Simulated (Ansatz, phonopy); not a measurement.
# TcSn (hypothetical, Pm-3m): phonons against volume, part 4 of 4

Aim: how the vibrations of TcSn (hypothetical) shift with volume, and the expansion that follows. The crystal structure is hypothetical: it was made by swapping elements on a known structure type.

Ansatz 0.2.0; DFT PBEsol, scalar-relativistic, plane waves, PAW.

So far. Step 15 (A cell at another volume, V/V0 1.05): The run ends at a pressure of -8.15 GPa. Step 16 (Lattice dynamics at this volume, V/V0 1.05): No mode is imaginary beyond numerical noise at the solved wavevectors. The highest zone-centre mode (no LO–TO term) moved by -12.2 % for a volume change of +5.0 %.

### 17. Mode Grüneisen parameters (continued)

Mean mode Grueneisen parameter against wavenumber:

```csv
wavenumber (cm⁻¹),mean mode Grueneisen parameter
3.7,-
18.6,2
26.1,1.46
41.0,1.84
55.9,2.04
70.8,2.33
78.2,2.55
93.1,2.83
108.1,3.04
115.5,2.59
130.4,2.79
145.3,2.48
152.8,2.49
167.7,2.42
182.6,2.41
197.5,2.57
204.9,2.58
219.8,2.53
```

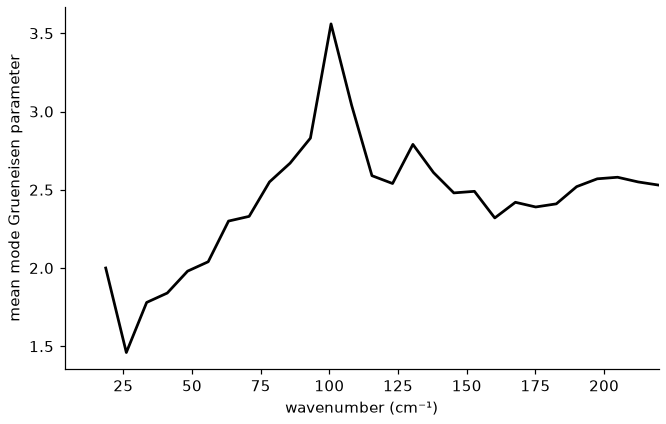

Mean mode Grueneisen parameter against wavenumber.

Volume series, by row:

```csv
V/V0,V (Å³/atom),pressure (GPa),E - E0 (meV/atom),gap (eV),zero-point energy (meV/atom),lowest on the path (cm⁻¹),highest at Gamma without the LO-TO term (cm⁻¹)
0.97,16.21,6.227,9.394,0,28.21,0,204.2
0.985,16.46,2.968,2.257,0,27.13,0,196.8
1,16.71,0,0,0,26.07,0,189.4
1.015,16.96,-2.705,2.17,0,25.05,0,182.3
1.03,17.21,-5.174,8.369,0,24.1,0,175.3
1.05,17.55,-8.145,22.3,0,22.93,0,166.4
```

Table of optical frequency at Gamma without the LO-TO term, mode 4 by V/V0:

```csv
V/V0,"optical frequency at Gamma without the LO-TO term, mode 4 (cm⁻¹)"
0.9700,204
0.9850,197
1.0000,189
1.0150,182
1.0300,175
1.0500,166
```

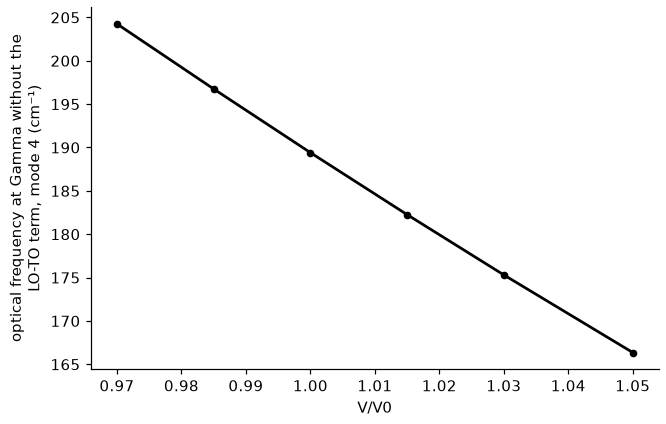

Optical frequency at Gamma without the LO-TO term, mode 4, plotted against V/V0.

Grüneisen at points, by row:

```csv
point,branch,frequency (cm⁻¹),mode Grüneisen parameter
Γ,4,189.4,2.55
X,1,100.7,4.82
X,3,134.7,2.24
X,5,171.5,2.78
X,6,189.1,1.88
M,1,82.9,6.3
M,2,95.1,1.24
M,4,119.6,2.71
M,5,224.1,2.51
R,1,94.8,7.51
R,4,183.6,1.8
```

### 18. Quasi-harmonic fit by phonopy

Numbers from this step:

- volume expansion coefficient at 300 K: 35.52 1e-6/K
- isothermal bulk modulus at 300 K: 180.7 GPa
- C_P at 300 K: 24.71 J/mol-atom/K
- Grüneisen parameter at 300 K: 2.721

Energy (each curve on its own zero) against volume; values in meV/atom:

```csv
volume (Å³/atom),static,F at 0 K,F at 300 K,F at 800 K
16.210,9.39,12.0,17.6,30.6
16.461,2.26,3.8,7.27,15.2
16.712,0,0.48,1.73,4.49
16.962,2.17,1.64,0.64,-1.76
17.213,8.37,6.89,3.68,-3.74
17.547,22.3,19.6,13.6,-0.27
```

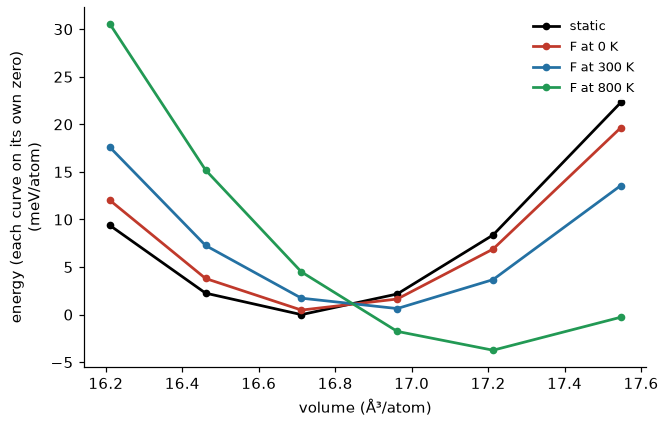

Energy (each curve on its own zero), plotted against volume.

Phonopy-qha, vinet fit of F(V) at each temperature; no electronic free energy. Qha vinet, by row:

```csv
T (K),fitted volume (Å³/atom),alpha_V (1e-6/K),B_T (GPa),C_P (J/mol-atom/K),Grueneisen
100,16.79,25.96,185.7,18.04,2.716
150,16.81,31.23,184.3,21.7,2.724
200,16.84,33.55,183,23.31,2.724
250,16.87,34.77,181.8,24.17,2.723
300,16.9,35.52,180.7,24.71,2.721
350,16.93,36,179.6,25.1,2.719
400,16.96,36.33,178.7,25.39,2.717
450,16.99,36.55,177.9,25.63,2.714
500,17.02,36.7,177.2,25.84,2.71
550,17.05,36.78,176.7,26.03,2.706
600,17.09,36.81,176.2,26.19,2.7
650,17.12,36.78,175.9,26.35,2.694
700,17.15,36.72,175.6,26.49,2.688
750,17.18,36.61,175.5,26.63,2.68
```

Volume expansion coefficient, phonopy-qha, Vinet against temperature:

```csv
temperature (K),"volume expansion coefficient, phonopy-qha, Vinet (1e-6/K)"
75,20.7
150,31.2
225,34.2
300,35.5
375,36.2
475,36.6
550,36.8
625,36.8
700,36.7
775,36.5
```

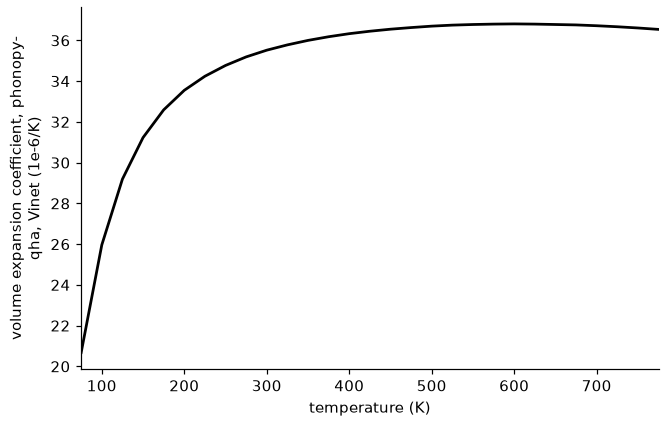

Volume expansion coefficient, phonopy-qha, Vinet against temperature.

The fit gives a volume expansion of 35.5 × 10⁻⁶/K at 300 K.

### 19. Outcome

- volume expansion coefficient at 300 K: 35.52 1e-6/K
- isothermal bulk modulus at 300 K: 180.7 GPa
- C_P at 300 K: 24.71 J/mol-atom/K
- Grüneisen parameter at 300 K: 2.721
- mean mode Grüneisen parameter at 300 K: 2.71

**Reading.** Near room temperature TcSn (hypothetical) expands by 35.5 × 10⁻⁶/K in volume by PBEsol, with C_P = 24.7 J/(mol K) per mole of atoms and B_T = 181 GPa. C_P at room temperature is 99 % of the classical 3R an atom. The fit leaves out the electrons' free energy, which adds to C_P and to the expansion of a metal at high temperature. The heat-capacity-weighted Grüneisen parameter goes from 2.80 at 50 K to 2.71 at 800 K. Weighting γ by the density of states and each mode's heat capacity at 300 K, modes below 70 cm⁻¹ give about 3 % of the sum of γC that drives the expansion, those up to 150 cm⁻¹ 59 % and the rest 38 %. Among the labelled points γ is largest for branch 1 at R (94.8 cm⁻¹, 7.5) and smallest for branch 2 at M (95.1 cm⁻¹, 1.2). The program warned that a few bands missed the eigensolver's threshold in at least one of the runs. The PAW files were made for PBE and are used here under another functional, for which the program regenerates the frozen cores.

[Logs are printed without paths, hosts, clocks, repeated set-up lines and the standing remarks that a program may print on its own settings, such as how far it seeks lower states.]

[Hosts, paths, dates, database ids (printed as entryN), source tags and the programs' standing remarks are cut or masked in the printed files.]

[A step with changed settings may run another functional than the one named; its input shows which.]

[Of the runs on displaced cells, only some may be shown.]
